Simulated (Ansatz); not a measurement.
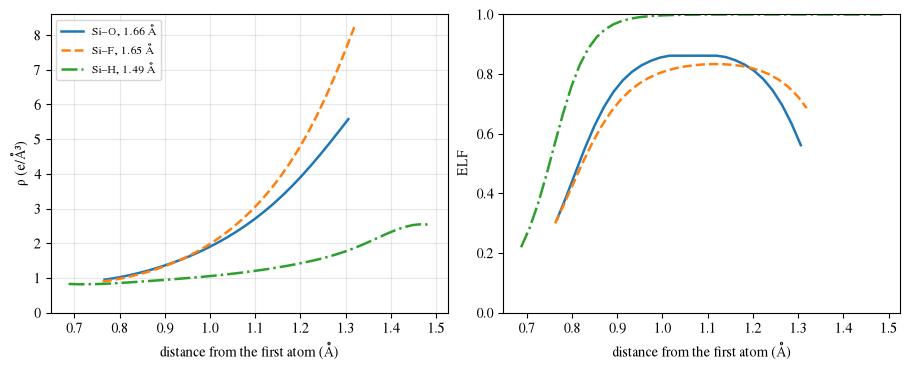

FH$_{3}$OSi$_{2}$. Total electron density and ELF along straight lines between neighbouring atoms. The curves leave out the atomic cores.

Geometry: B3LYP-D3(BJ)/def2-SVP.

Method: isolated molecule in a Gaussian basis; Kohn-Sham density functional theory, functional PBE0 (Ansatz).

```yaml
atoms:
  - { symbol: F, position_ang: [0.7469, 0.3404, -0.9354] }
  - { symbol: O, position_ang: [-0.1422, 0.9364, 1.3685] }
  - { symbol: Si, position_ang: [0.1350, 1.6309, -0.1118] }
  - { symbol: Si, position_ang: [-0.0097, -0.5196, 2.2049] }
  - { symbol: H, position_ang: [-0.8317, -1.5638, 1.5342] }
  - { symbol: H, position_ang: [-0.5091, -0.2972, 3.5867] }
  - { symbol: H, position_ang: [1.4148, -0.9494, 2.2473] }
```

### Compare the contacts.

Si–O (1.66 Å): ρ at the midpoint is about 1.1 e/Å³; the ELF peaks at about 0.85 between the atoms; a polar covalent bond.
Si–F (1.65 Å): the density is about 1 e/Å³ at the midpoint; the ELF peaks at about 0.85 in the valence shell of F, 0.5 Å from its nucleus, and is about 0.50 at the midpoint.
Si–H (1.49 Å): ρ is about 0.82 e/Å³ halfway; the ELF climbs to about 1 towards the hydrogen, as it does in any bond to H.
